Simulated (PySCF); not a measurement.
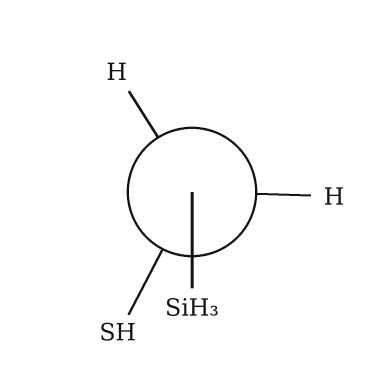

A Newman projection along the O–Ge bond, oxygen in front; angles are drawn as computed, but eclipsed bonds slightly apart. Computed geometry: PBE0-D3(BJ)/def2-SVP optimisation. No frequency run is at hand to confirm it as a minimum.

### Which molecule is it?

GeH6OSSi, [SiH3][O][GeH2][SH]

### What is the torsion angle from the front SiH3 to the back SH? The sign is positive where the front bond must turn clockwise to cover the back bond.

27°, synperiplanar.
